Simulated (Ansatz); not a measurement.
H4O3Si···H2

Input

```
crystal:
  periodic: [false, false, false]
  atoms:
    - { symbol: Si, position_ang: [-0.069867, -0.565456, -0.192297] }
    - { symbol: H, position_ang: [1.042504, 0.744462, 1.851061] }
    - { symbol: H, position_ang: [1.202145, -0.042825, -0.713702] }
    - { symbol: O, position_ang: [-1.040531, 0.60734, 0.445268] }
    - { symbol: H, position_ang: [-1.880296, 0.704224, -0.015759] }
    - { symbol: O, position_ang: [-1.010276, -1.214886, -1.398816] }
    - { symbol: H, position_ang: [-0.6825, -2.006607, -1.833135] }
    - { symbol: O, position_ang: [0.372255, -1.718842, 0.927813] }
    - { symbol: H, position_ang: [-0.325266, -2.033687, 1.512397] }
    - { symbol: H, position_ang: [1.219832, 0.057075, 1.95247] }
basis:
  gaussian: { orbitals: def2-SVP }
hamiltonian:
  xc: r2scanh
  dispersion: d4
relax:
  f_tol: 0.03
  max_steps: 50
output:
  orbitals: {}
```

Command:

```sh
ansatz run input.yaml --threads 2 --pin off --max-ram 3072MiB --backend cpu --events-out ev --progress --plain --runs-dir out
```

The fields are those of the run's last geometry, not of the input's.

The calculation used RKS r2SCANh-D4/def2-SVP in Ansatz 0.2.0.

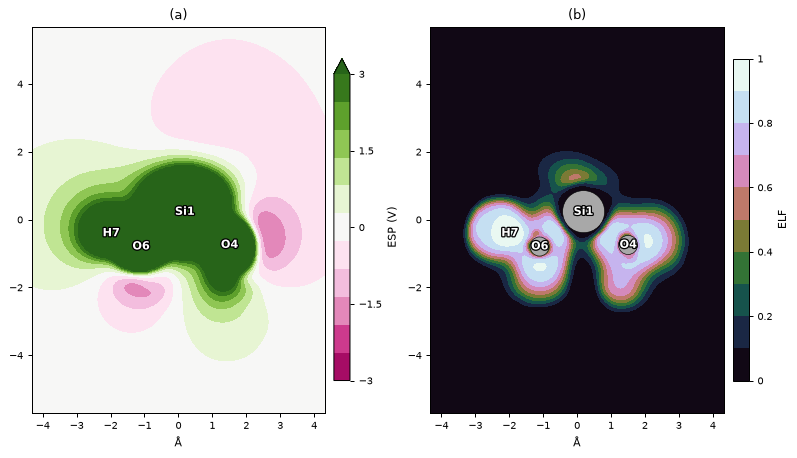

Figure 1. (a) molecular electrostatic potential; (b) electron localisation function on the plane of atoms Si1, O6 and H7. Grey discs cover the atomic cores in the ELF map.

Q: Read the bonding off the picture.

A:
- The section cuts through Si, O and H sites.
- Si–O (1.65 Å): the ELF peaks at about 0.85 between the atoms, as expected for a shared but strongly polarised pair.
- O–H (0.96 Å): the ELF climbs to about 1 towards the hydrogen, as it does in any bond to H (a covalent bond by its length).
- The ELF also peaks beside O6 and O4, away from the bonds: lone-pair regions.
- Outside the dense part of the complex the potential is most negative (−1.9 V) near O4.

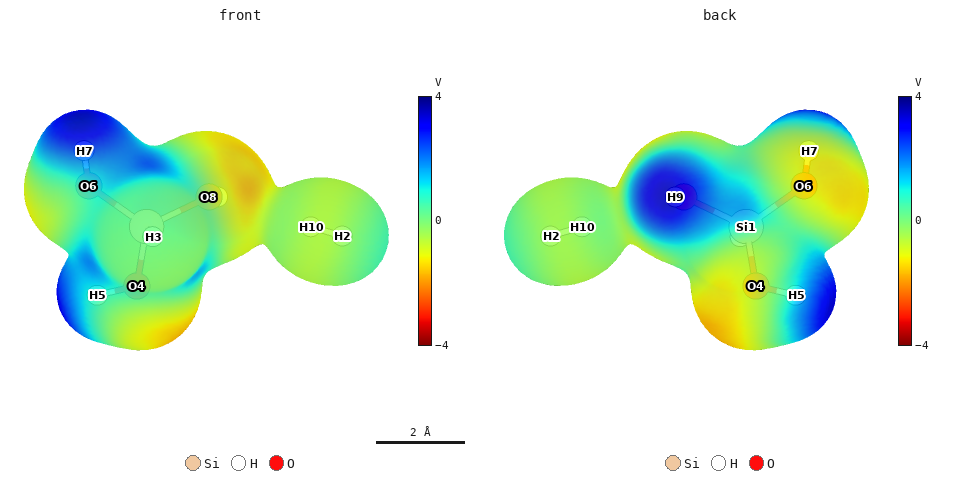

Figure 2. The molecular electrostatic potential painted on the density surface at 0.004 e/bohr³, seen from the front and from behind; the colour scale runs from red (negative) to blue (positive).

Q: Which sites attract a positive test charge, and which a negative one?

A: A positive charge is drawn to the negative regions and a negative charge to the positive ones. The most negative region (about −1.7 V) lies over O4, the most positive (about +3.4 V) over H5, H7 and H9. O4 is the likeliest acceptor of a hydrogen bond.

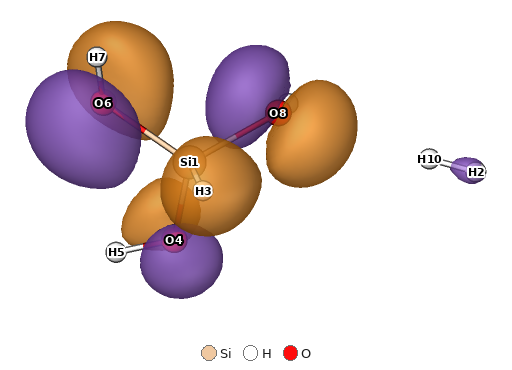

Figure 3. The HOMO−1 at ±0.1 Å⁻³ᐟ² (orange and purple are the two phases), seen at a tilt.

Q: Describe this orbital and give its energy.

A: Its weight (Hirshfeld) is mainly on O6 (about 45 %), O8 (about 30 %) and O4 (about 10 %); largely a combination of lone pairs on O6, O8 and O4. Its energy is −8.35 eV.
